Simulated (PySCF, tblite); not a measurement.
# CH7BClNSi: a rotation path, then NMR shifts on frames

How do NMR shifts of CH7BClNSi (`NBC[SiH2]Cl`) change as the atoms move?

Computed with tblite 0.8.0 and PySCF 2.14.0, with density-fitted response routines of our own, on a single molecule in the gas phase. Atoms count from 0, in the outputs and in this text.

## (1) The molecule as given

12 atoms, charge 0, multiplicity 1; geometry from: GFN2-xTB.

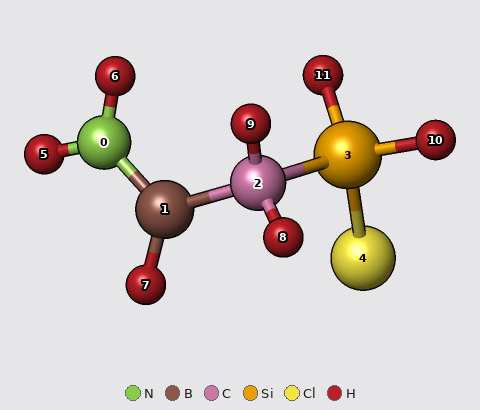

The starting geometry (nitrogen green, boron brown, carbon pink, silicon amber, chlorine yellow, hydrogen red), atoms numbered.

## (2) The rotation path with GFN2-xTB

Job settings and geometry (Å):

```
{"job": {"kind": "neb", "xc": "GFN2-xTB", "basis": "xTB", "atoms": [1, 2, 3, 4], "turn": 120}, "charge": 0, "multiplicity": 1}
N     -1.998173     0.119418     0.133100
B     -0.956369    -0.003516    -0.767133
C      0.351262    -0.791104    -0.346643
Si     1.593493     0.316822     0.566968
Cl     2.045796     1.944735    -0.540337
H     -2.847028     0.624604    -0.055633
H     -1.984738    -0.281376     1.056738
H     -1.061592     0.502528    -1.819924
H      0.848615    -1.214997    -1.219864
H      0.115481    -1.625948     0.314679
H      2.848353    -0.396323     0.815928
H      1.046098     0.804471     1.836094
```

Method: GFN2-xTB climbing-image nudged elastic band, gas phase.

The run is started by

```sh
$ OMP_NUM_THREADS=1 python probes_run.py task.json out
```

This one command runs all jobs of the session in turn.

Log:

```text
image   E - E0 / eV
  0       0.0000
  1       0.0068
  2       0.0190
  3       0.0283
  4       0.0275
  5       0.0148
  6      -0.0052
  7      -0.0224
  8      -0.0286
```

Run time: 1.7 s. Hardware: 1 thread of Arm Neoverse V1, shared host; peak memory 0.18 GiB.

The final band, with the dihedral B1–C2–Si3–Cl4:

| image | dihedral (°) | energy (eV) | energy (kcal/mol) |
| --- | --- | --- | --- |
| 0 | -55 | 0.000 | 0.0 |
| 1 | -42 | 0.007 | 0.2 |
| 2 | -27 | 0.019 | 0.4 |
| 3 | -11 | 0.028 | 0.7 |
| 4 | 4 | 0.028 | 0.6 |
| 5 | 19 | 0.015 | 0.3 |
| 6 | 34 | -0.005 | -0.1 |
| 7 | 50 | -0.022 | -0.5 |
| 8 | 65 | -0.029 | -0.7 |

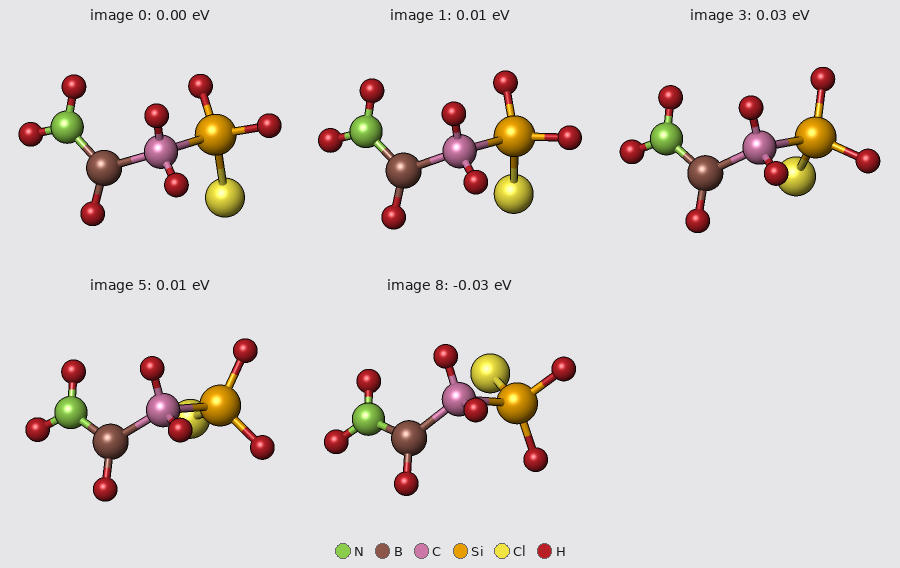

Images along the band.

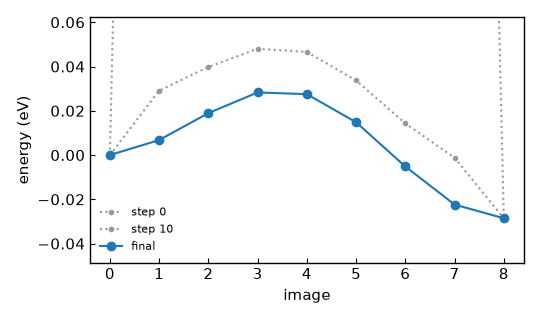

Energy along the band, early and final.

## (3) Nuclear shieldings: image 0, PBE0/pcSseg-1

Job settings and geometry (Å):

```
{"job": {"kind": "nmr", "xc": "PBE0", "basis": "pcSseg-1", "pop": false}, "charge": 0, "multiplicity": 1}
N     -1.998200     0.119400     0.133100
B     -0.956400    -0.003500    -0.767100
C      0.351300    -0.791100    -0.346600
Si     1.593500     0.316800     0.567000
Cl     2.045800     1.944700    -0.540300
H     -2.847000     0.624600    -0.055600
H     -1.984700    -0.281400     1.056700
H     -1.061600     0.502500    -1.819900
H      0.848600    -1.215000    -1.219900
H      0.115500    -1.625900     0.314700
H      2.848400    -0.396300     0.815900
H      1.046100     0.804500     1.836100
```

Level: GIAO PBE0/pcSseg-1 NMR shielding, non-relativistic, gas phase.

Log:

```text
coarse grid: 10824 points
cycle   1  E = -871.1641427647  dE =  3.304e-01  |g| = 4.847e-01  |ddm| = 2.969e+00
cycle   2  E = -871.1486151500  dE =  1.553e-02  |g| = 5.562e-01  |ddm| = 9.151e-01
cycle   3  E = -871.2233674979  dE = -7.475e-02  |g| = 4.514e-02  |ddm| = 4.988e-01
cycle   4  E = -871.2237390540  dE = -3.716e-04  |g| = 2.526e-02  |ddm| = 5.359e-02
cycle   5  E = -871.2238748742  dE = -1.358e-04  |g| = 4.809e-03  |ddm| = 2.051e-02
cycle   6  E = -871.2238800738  dE = -5.200e-06  |g| = 1.787e-03  |ddm| = 5.531e-03
final grid: 94688 points
cycle   7  E = -871.2469521220  dE = -2.420e-05  |g| = 7.532e-03  |ddm| = 1.738e-02
cycle   8  E = -871.2469453704  dE =  6.752e-06  |g| = 9.125e-03  |ddm| = 1.352e-02
cycle   9  E = -871.2469656520  dE = -2.028e-05  |g| = 4.922e-04  |ddm| = 7.275e-03
cycle  10  E = -871.2469656853  dE = -3.338e-08  |g| = 1.984e-04  |ddm| = 4.827e-04
cycle  11  E = -871.2469656941  dE = -8.737e-09  |g| = 4.732e-05  |ddm| = 1.705e-04
cycle  12  E = -871.2469656945  dE = -4.636e-10  |g| = 1.460e-05  |ddm| = 4.289e-05
converged SCF energy = -871.2469656945

GIAO shielding tensors (ppm)
atom      isotropic    diamagn.    paramagn.     s11        s22        s33       span
  0 N      152.919     317.383    -164.464     55.135    194.654    208.968    153.833
  1 B       59.688     194.496    -134.808     16.494     40.807    121.762    105.268
  2 C      174.273     257.406     -83.133    156.442    178.511    187.865     31.423
  3 Si     360.856     878.136    -517.280    310.764    368.076    403.728     92.964
  4 Cl    1005.923    1148.568    -142.645    976.946    984.298   1056.526     79.581
  5 H       27.384      29.566      -2.182     22.884     23.779     35.490     12.606
  6 H       27.728      32.244      -4.516     23.409     26.275     33.500     10.091
  7 H       26.513      30.403      -3.890     24.881     25.794     28.863      3.982
  8 H       30.544      31.415      -0.871     27.314     28.276     36.044      8.730
  9 H       31.708      32.855      -1.146     27.402     29.563     38.161     10.759
 10 H       26.302      27.849      -1.547     22.005     24.987     31.914      9.909
 11 H       26.549      29.075      -2.526     22.673     25.405     31.569      8.895
```

Run time: 8.7 s. Hardware: 1 thread of Arm Neoverse V1, shared host; peak memory 0.65 GiB.

The references, computed at this level on geometries of the same kind, shield at (ppm): 1H TMS 31.72, 13C TMS 186.9, 29Si TMS 349.2, 15N NH3 267.7, 11B BF3·OEt2 100.1, 35Cl HCl 950. Their shielding less the atom's gives the shift. The references are single molecules in the gas phase, so shifts against H2O, NH3, PH3, H3PO4 or CFCl3 are not on the usual liquid scales and can be off by tens of ppm. Each atom is listed at this fixed geometry, with no averaging over motion; a spectrum would average atoms that exchange fast.

| atoms | environment | σ (ppm) | δ (ppm) |
| --- | --- | --- | --- |
| C2 | sp3 CH2 bonded to B and Si | 174.3 | 12.7 |
| H10 | hydrogen on a silicon bonded to C, Cl | 26.30 | 5.41 |
| H7 | hydrogen on a boron bonded to C, N | 26.51 | 5.20 |
| H11 | hydrogen on a silicon bonded to C, Cl | 26.55 | 5.17 |
| H5 | hydrogen on a nitrogen bonded to B | 27.38 | 4.33 |
| H6 | hydrogen on a nitrogen bonded to B | 27.73 | 3.99 |
| H8 | hydrogen on an sp3 CH2 bonded to B and Si | 30.54 | 1.17 |
| H9 | hydrogen on an sp3 CH2 bonded to B and Si | 31.71 | 0.01 |
| N0 | nitrogen bonded to B, 2 H | 152.9 | 114.8 |
| B1 | boron bonded to C, N, H | 59.7 | 40.4 |
| Si3 | silicon bonded to C, Cl, 2 H | 360.9 | -11.7 |
| Cl4 | chlorine bonded to Si | 1006 | -56 |

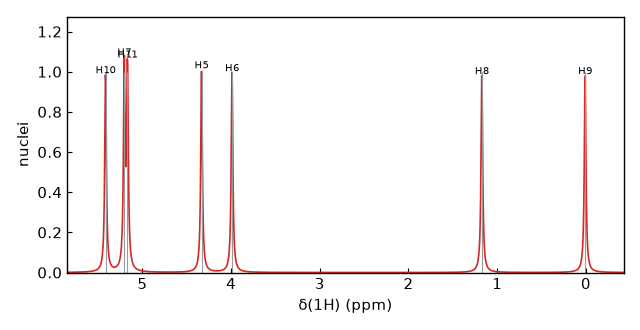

1H lines at the computed shifts, without couplings. Lines are broadened to a width of 0.02 ppm (Lorentzian).

## (4) NMR shieldings: image 1, PBE0/pcSseg-1

Job settings and geometry (Å):

```
{"job": {"kind": "nmr", "xc": "PBE0", "basis": "pcSseg-1", "pop": false}, "charge": 0, "multiplicity": 1}
N     -1.985000     0.174600     0.084100
B     -0.935900    -0.028200    -0.792000
C      0.338300    -0.827800    -0.298600
Si     1.595800     0.300200     0.571300
Cl     1.782500     2.058800    -0.413800
H     -2.811200     0.703000    -0.138700
H     -1.994400    -0.181700     1.025900
H     -1.002100     0.430700    -1.867800
H      0.847100    -1.318500    -1.128600
H      0.064300    -1.616400     0.403500
H      2.925900    -0.314900     0.588000
H      1.175800     0.619400     1.940600
```

With the program's defaults for keys left out, this is: GIAO PBE0/pcSseg-1 NMR shielding, non-relativistic, gas phase.

Log:

```text
coarse grid: 10824 points
cycle   1  E = -871.1635502138  dE =  3.287e-01  |g| = 4.859e-01  |ddm| = 2.968e+00
cycle   2  E = -871.1476508872  dE =  1.590e-02  |g| = 5.585e-01  |ddm| = 9.180e-01
cycle   3  E = -871.2231541926  dE = -7.550e-02  |g| = 4.491e-02  |ddm| = 5.011e-01
cycle   4  E = -871.2235216265  dE = -3.674e-04  |g| = 2.523e-02  |ddm| = 5.386e-02
cycle   5  E = -871.2236571371  dE = -1.355e-04  |g| = 4.797e-03  |ddm| = 2.055e-02
cycle   6  E = -871.2236623040  dE = -5.167e-06  |g| = 1.783e-03  |ddm| = 5.537e-03
final grid: 94688 points
cycle   7  E = -871.2465618765  dE = -2.400e-05  |g| = 7.523e-03  |ddm| = 1.793e-02
cycle   8  E = -871.2465551789  dE =  6.698e-06  |g| = 9.097e-03  |ddm| = 1.354e-02
cycle   9  E = -871.2465753721  dE = -2.019e-05  |g| = 4.986e-04  |ddm| = 7.278e-03
cycle  10  E = -871.2465754063  dE = -3.426e-08  |g| = 1.923e-04  |ddm| = 4.830e-04
cycle  11  E = -871.2465754145  dE = -8.126e-09  |g| = 4.776e-05  |ddm| = 1.676e-04
cycle  12  E = -871.2465754149  dE = -4.711e-10  |g| = 1.471e-05  |ddm| = 4.322e-05
converged SCF energy = -871.2465754149

GIAO shielding tensors (ppm)
atom      isotropic    diamagn.    paramagn.     s11        s22        s33       span
  0 N      152.822     317.477    -164.654     55.003    194.445    209.018    154.014
  1 B       60.019     194.522    -134.504     17.998     40.069    121.988    103.991
  2 C      175.822     257.479     -81.657    154.760    180.637    192.069     37.308
  3 Si     361.937     878.119    -516.182    312.489    370.736    402.586     90.097
  4 Cl    1005.534    1148.735    -143.201    977.353    983.834   1055.415     78.062
  5 H       27.387      29.621      -2.234     22.907     23.746     35.508     12.602
  6 H       27.722      32.280      -4.558     23.418     26.301     33.447     10.029
  7 H       26.551      30.448      -3.896     24.894     25.873     28.886      3.992
  8 H       30.533      31.466      -0.934     27.211     28.050     36.337      9.126
  9 H       31.664      32.861      -1.197     27.549     29.429     38.014     10.466
 10 H       26.277      27.763      -1.487     22.067     24.873     31.891      9.824
 11 H       26.511      28.903      -2.392     22.568     25.235     31.730      9.162
```

Wall time 8.4 s (1 thread of Arm Neoverse V1, shared host); peak memory 0.7 GiB.

Key values: δ C2 11.1, N0 114.9, B1 40.0, Si3 -12.8, H10 5.44, H11 5.21 ppm.

## (5) NMR shieldings: image 3, PBE0/pcSseg-1

Job settings and geometry (Å):

```
{"job": {"kind": "nmr", "xc": "PBE0", "basis": "pcSseg-1", "pop": false}, "charge": 0, "multiplicity": 1}
N     -1.959100     0.282700    -0.032500
B     -0.896800    -0.088700    -0.833100
C      0.312100    -0.887300    -0.190300
Si     1.614700     0.272300     0.570100
Cl     1.281800     2.194700     0.021000
H     -2.740700     0.829800    -0.350600
H     -2.015200     0.060800     0.948200
H     -0.900700     0.228300    -1.960900
H      0.811900    -1.513400    -0.928500
H     -0.037700    -1.562900     0.591200
H      2.961300    -0.061400     0.103400
H      1.569600     0.244300     2.035900
```

Level: GIAO PBE0/pcSseg-1 NMR shielding, non-relativistic, gas phase.

Log:

```text
coarse grid: 10824 points
cycle   1  E = -871.1615159489  dE =  3.305e-01  |g| = 4.874e-01  |ddm| = 2.969e+00
cycle   2  E = -871.1451214032  dE =  1.639e-02  |g| = 5.615e-01  |ddm| = 9.126e-01
cycle   3  E = -871.2213768577  dE = -7.626e-02  |g| = 4.562e-02  |ddm| = 5.001e-01
cycle   4  E = -871.2217571967  dE = -3.803e-04  |g| = 2.534e-02  |ddm| = 5.490e-02
cycle   5  E = -871.2218936310  dE = -1.364e-04  |g| = 4.802e-03  |ddm| = 2.052e-02
cycle   6  E = -871.2218988374  dE = -5.206e-06  |g| = 1.758e-03  |ddm| = 5.580e-03
final grid: 94688 points
cycle   7  E = -871.2445573731  dE = -2.339e-05  |g| = 7.590e-03  |ddm| = 1.727e-02
cycle   8  E = -871.2445504052  dE =  6.968e-06  |g| = 9.226e-03  |ddm| = 1.340e-02
cycle   9  E = -871.2445710073  dE = -2.060e-05  |g| = 5.179e-04  |ddm| = 7.300e-03
cycle  10  E = -871.2445710446  dE = -3.725e-08  |g| = 2.095e-04  |ddm| = 4.953e-04
cycle  11  E = -871.2445710543  dE = -9.719e-09  |g| = 4.530e-05  |ddm| = 1.721e-04
cycle  12  E = -871.2445710547  dE = -4.275e-10  |g| = 1.413e-05  |ddm| = 4.388e-05
converged SCF energy = -871.2445710547

GIAO shielding tensors (ppm)
atom      isotropic    diamagn.    paramagn.     s11        s22        s33       span
  0 N      151.516     317.419    -165.902     53.234    193.131    208.184    154.950
  1 B       60.948     194.254    -133.305     20.471     40.012    122.362    101.891
  2 C      179.372     257.555     -78.184    153.010    186.290    198.816     45.806
  3 Si     364.703     878.102    -513.399    313.521    375.108    405.479     91.958
  4 Cl     996.061    1149.021    -152.960    952.458    970.819   1064.906    112.447
  5 H       27.356      29.675      -2.319     23.019     23.609     35.439     12.421
  6 H       27.797      32.292      -4.495     23.590     26.292     33.510      9.919
  7 H       26.682      30.407      -3.725     25.079     26.178     28.789      3.710
  8 H       30.672      31.535      -0.863     26.898     27.924     37.195     10.297
  9 H       31.389      32.930      -1.541     27.738     28.905     37.523      9.785
 10 H       26.342      27.797      -1.455     22.137     24.953     31.936      9.799
 11 H       26.480      28.472      -1.992     22.347     25.046     32.048      9.700
```

It took 8.4 s on 1 thread of Arm Neoverse V1, shared host; peak memory 0.7 GiB.

Key values: δ C2 7.6, N0 116.2, B1 39.1, Si3 -15.5, H10 5.38, H11 5.24 ppm.

## (6) Nuclear shieldings: image 5, PBE0/pcSseg-1

Job settings and geometry (Å):

```
{"job": {"kind": "nmr", "xc": "PBE0", "basis": "pcSseg-1", "pop": false}, "charge": 0, "multiplicity": 1}
N     -1.929900     0.365900    -0.163600
B     -0.865100    -0.159700    -0.867700
C      0.278800    -0.920100    -0.076300
Si     1.624800     0.263300     0.558100
Cl     0.948900     2.173200     0.600300
H     -2.667700     0.910200    -0.577100
H     -2.020000     0.291900     0.836800
H     -0.817700     0.003400    -2.026900
H      0.768200    -1.669700    -0.696700
H     -0.137400    -1.459500     0.775800
H      2.795200     0.263500    -0.318800
H      2.023000    -0.063100     1.930100
```

With the program's defaults for keys left out, this is: GIAO PBE0/pcSseg-1 NMR shielding, non-relativistic, gas phase.

Log:

```text
coarse grid: 10824 points
cycle   1  E = -871.1619495644  dE =  3.332e-01  |g| = 4.866e-01  |ddm| = 2.967e+00
cycle   2  E = -871.1451684441  dE =  1.678e-02  |g| = 5.625e-01  |ddm| = 9.080e-01
cycle   3  E = -871.2214429239  dE = -7.627e-02  |g| = 4.788e-02  |ddm| = 4.990e-01
cycle   4  E = -871.2218671615  dE = -4.242e-04  |g| = 2.578e-02  |ddm| = 5.623e-02
cycle   5  E = -871.2220077637  dE = -1.406e-04  |g| = 4.982e-03  |ddm| = 2.051e-02
cycle   6  E = -871.2220134356  dE = -5.672e-06  |g| = 1.750e-03  |ddm| = 5.755e-03
final grid: 94688 points
cycle   7  E = -871.2446708094  dE = -2.403e-05  |g| = 7.440e-03  |ddm| = 1.746e-02
cycle   8  E = -871.2446641508  dE =  6.659e-06  |g| = 9.020e-03  |ddm| = 1.320e-02
cycle   9  E = -871.2446839056  dE = -1.975e-05  |g| = 5.102e-04  |ddm| = 7.216e-03
cycle  10  E = -871.2446839422  dE = -3.657e-08  |g| = 2.034e-04  |ddm| = 4.904e-04
cycle  11  E = -871.2446839513  dE = -9.125e-09  |g| = 4.676e-05  |ddm| = 1.685e-04
cycle  12  E = -871.2446839517  dE = -4.566e-10  |g| = 1.435e-05  |ddm| = 4.372e-05
converged SCF energy = -871.2446839517

GIAO shielding tensors (ppm)
atom      isotropic    diamagn.    paramagn.     s11        s22        s33       span
  0 N      147.761     317.406    -169.645     48.335    187.413    207.534    159.199
  1 B       61.445     194.186    -132.741     21.063     40.942    122.328    101.265
  2 C      177.612     257.538     -79.926    152.247    184.532    196.055     43.808
  3 Si     366.036     878.204    -512.168    310.946    376.318    410.844     99.899
  4 Cl     986.125    1149.273    -163.148    927.599    968.467   1062.310    134.711
  5 H       27.258      29.737      -2.478     23.260     23.282     35.233     11.973
  6 H       27.815      32.388      -4.573     23.813     26.405     33.228      9.415
  7 H       26.736      30.345      -3.609     25.191     26.381     28.636      3.445
  8 H       30.917      31.410      -0.493     27.034     27.787     37.931     10.897
  9 H       31.117      32.985      -1.867     27.583     28.699     37.070      9.488
 10 H       26.460      28.045      -1.585     22.077     25.112     32.191     10.114
 11 H       26.425      28.075      -1.650     22.257     24.863     32.154      9.896
```

Wall time 8.6 s (1 thread of Arm Neoverse V1, shared host); peak memory 0.7 GiB.

In short: δ C2 9.3, N0 120.0, B1 38.6, Si3 -16.9, H11 5.29, H10 5.26 ppm.

## (7) NMR shieldings: image 8, PBE0/pcSseg-1

Job settings and geometry (Å):

```
{"job": {"kind": "nmr", "xc": "PBE0", "basis": "pcSseg-1", "pop": false}, "charge": 0, "multiplicity": 1}
N     -1.882100     0.462000    -0.386000
B     -0.830300    -0.275500    -0.890700
C      0.222000    -0.921800     0.101800
Si     1.626000     0.279400     0.530600
Cl     0.861800     1.844000     1.568700
H     -2.571400     0.924700    -0.953800
H     -2.016900     0.629600     0.597900
H     -0.725700    -0.387300    -2.054200
H      0.669500    -1.817300    -0.327200
H     -0.255100    -1.225000     1.036400
H      2.282800     0.840600    -0.649400
H      2.620600    -0.354300     1.399900
```

Level: GIAO PBE0/pcSseg-1 NMR shielding, non-relativistic, gas phase.

Log:

```text
coarse grid: 10824 points
cycle   1  E = -871.1664375223  dE =  3.279e-01  |g| = 4.834e-01  |ddm| = 2.965e+00
cycle   2  E = -871.1502918334  dE =  1.615e-02  |g| = 5.576e-01  |ddm| = 8.949e-01
cycle   3  E = -871.2249669623  dE = -7.468e-02  |g| = 4.951e-02  |ddm| = 4.927e-01
cycle   4  E = -871.2254301933  dE = -4.632e-04  |g| = 2.570e-02  |ddm| = 5.562e-02
cycle   5  E = -871.2255681991  dE = -1.380e-04  |g| = 5.342e-03  |ddm| = 2.004e-02
cycle   6  E = -871.2255748069  dE = -6.608e-06  |g| = 1.721e-03  |ddm| = 5.942e-03
final grid: 94688 points
cycle   7  E = -871.2483544874  dE = -2.317e-05  |g| = 7.695e-03  |ddm| = 1.756e-02
cycle   8  E = -871.2483471756  dE =  7.312e-06  |g| = 9.424e-03  |ddm| = 1.364e-02
cycle   9  E = -871.2483684488  dE = -2.127e-05  |g| = 5.434e-04  |ddm| = 7.302e-03
cycle  10  E = -871.2483684908  dE = -4.205e-08  |g| = 2.364e-04  |ddm| = 5.139e-04
cycle  11  E = -871.2483685034  dE = -1.254e-08  |g| = 4.517e-05  |ddm| = 1.867e-04
cycle  12  E = -871.2483685038  dE = -4.375e-10  |g| = 1.315e-05  |ddm| = 4.480e-05
converged SCF energy = -871.2483685038

GIAO shielding tensors (ppm)
atom      isotropic    diamagn.    paramagn.     s11        s22        s33       span
  0 N      147.801     317.405    -169.605     49.498    184.817    209.087    159.589
  1 B       61.605     194.395    -132.790     20.784     43.612    120.418     99.635
  2 C      174.112     257.304     -83.193    165.396    175.359    181.580     16.184
  3 Si     366.694     878.300    -511.606    307.936    374.727    417.418    109.483
  4 Cl    1005.383    1149.381    -143.997    966.575    990.748   1058.826     92.252
  5 H       27.296      29.590      -2.294     22.884     23.565     35.439     12.555
  6 H       27.514      32.354      -4.840     22.684     27.323     32.535      9.851
  7 H       26.674      30.383      -3.708     25.285     26.274     28.463      3.178
  8 H       31.142      31.340      -0.198     27.167     27.840     38.419     11.252
  9 H       31.181      32.820      -1.639     28.363     28.783     36.397      8.034
 10 H       26.599      28.430      -1.831     22.557     24.982     32.259      9.701
 11 H       26.389      27.827      -1.438     21.939     25.035     32.193     10.254
```

Run time: 8.4 s. Hardware: 1 thread of Arm Neoverse V1, shared host; peak memory 0.7 GiB.

In short: δ C2 12.8, N0 119.9, B1 38.5, Si3 -17.5, H11 5.33, H10 5.12 ppm.

## (8) Side by side: NMR shifts

Shifts (ppm) of some atoms, chosen among heavy atoms and hydrogens apart, with basis size and wall time:

| frame | C2 | H8 | H9 | N0 | B1 | Si3 | Cl4 | functions | time |
| --- | --- | --- | --- | --- | --- | --- | --- | --- | --- |
| image 0 | 12.7 | 1.17 | 0.01 | 114.8 | 40.4 | -11.7 | -56 | 134 | 8.7 s |
| image 1 | 11.1 | 1.18 | 0.05 | 114.9 | 40.0 | -12.8 | -56 | 134 | 8.4 s |
| image 3 | 7.6 | 1.04 | 0.33 | 116.2 | 39.1 | -15.5 | -46 | 134 | 8.4 s |
| image 5 | 9.3 | 0.80 | 0.60 | 120.0 | 38.6 | -16.9 | -36 | 134 | 8.6 s |
| image 8 | 12.8 | 0.57 | 0.54 | 119.9 | 38.5 | -17.5 | -56 | 134 | 8.4 s |

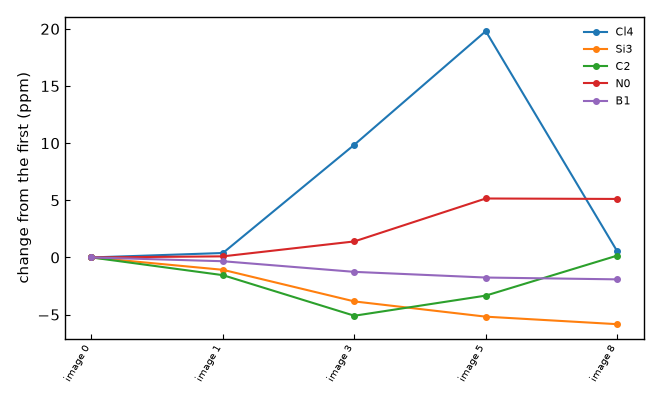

How five of the tabulated atoms move from run to run.

## (9) Summary of results

| quantity | value |
| --- | --- |
| lowest and highest image | -0.029 and 0.028 eV |
| 13C shifts against TMS (PBE0/pcSseg-1, image 0) | 12.7 ppm |
| 1H shifts against TMS (PBE0/pcSseg-1, image 0) | 5.41, 5.20, 5.17, 4.33, 3.99, 1.17, 0.01 ppm |
| 15N shifts against NH3 (PBE0/pcSseg-1, image 0) | 114.8 ppm |
| 11B shifts against BF3·OEt2 (PBE0/pcSseg-1, image 0) | 40.4 ppm |
| 29Si shifts against TMS (PBE0/pcSseg-1, image 0) | -11.7 ppm |
| 35Cl shifts against HCl (PBE0/pcSseg-1, image 0) | -56 ppm |
| range of the shift of Cl4 | -56 to -36 ppm |

What this shows: The band dips 0.7 kcal/mol below its start, so the start is not the lowest point of the turn; from the lowest image the climb to the highest is 1.3 kcal/mol (GFN2-xTB, rough). Shifts at one fixed geometry are not the observed spectrum, which averages over the motion. In the first frame run (image 0): The widest tensor belongs to N0: span 154 ppm, with a paramagnetic part of -164 ppm. In ppm, Cl4 moves most: its shift spreads over 20 ppm, from -56 (image 0) to -36 (image 5).
